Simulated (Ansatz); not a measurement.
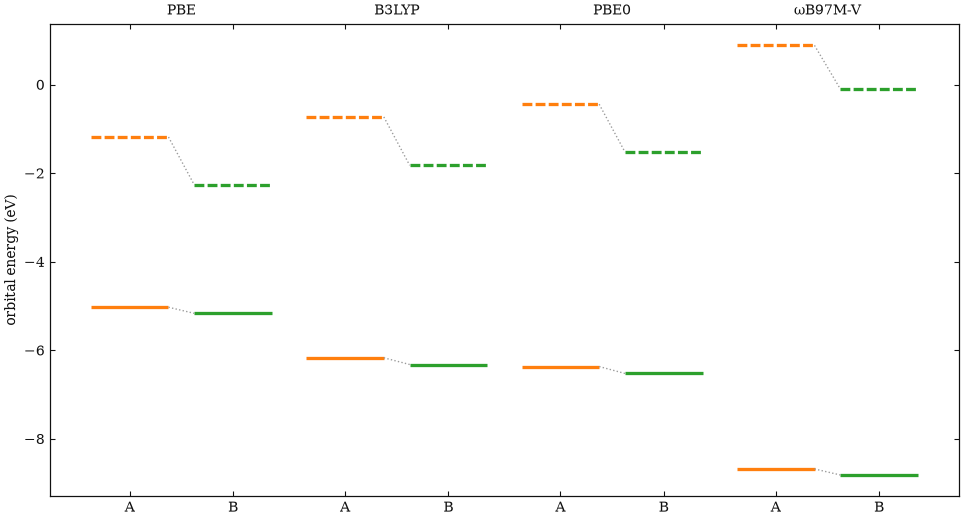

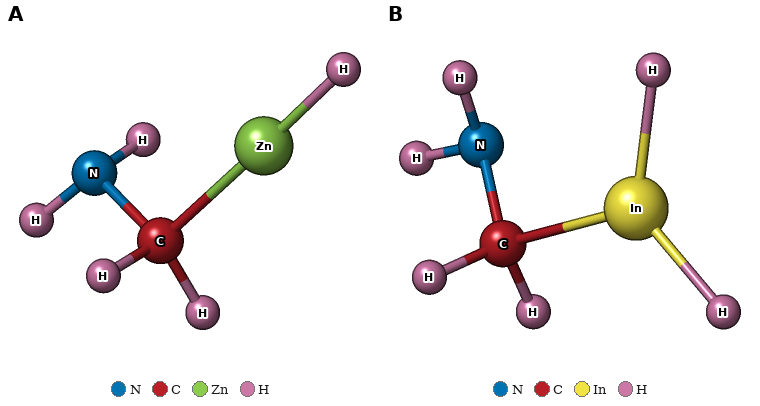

One change: A, CH₅NZn (SMILES N[CH2][ZnH]), becomes B, CH₆InN (SMILES N[CH2][InH2]). ZnH on C is replaced by InH₂. HOMO (solid) and LUMO (dashed) computed in def2-TZVPP at PBE0-D4/def2-TZVP geometries, both minima by their frequencies, gas phase, the Ansatz code. Empty levels above zero depend strongly on the basis.

### What does the change do to HOMO and LUMO?

PBE: the HOMO falls by 0.14 eV, the LUMO falls by 1.08 eV, and the separation goes from 3.84 to 2.90 eV. B3LYP: the HOMO falls by 0.15 eV, the LUMO falls by 1.09 eV, and the separation goes from 5.44 to 4.50 eV. PBE0: the HOMO falls by 0.16 eV, the LUMO falls by 1.08 eV, and the separation goes from 5.93 to 5.00 eV. ωB97M-V: the HOMO falls by 0.14 eV, the LUMO falls by 0.99 eV, and the separation goes from 9.57 to 8.72 eV.

### Do the functionals agree on the effect?

They agree on the direction for both levels; the HOMO shift lies between −0.16 and −0.14 eV and the LUMO shift between −1.09 and −0.99 eV, while the separations themselves differ by up to 5.8 eV between functionals.

Caveats: core potentials past krypton; spin-orbit coupling is left out, and with In it can shift these values.
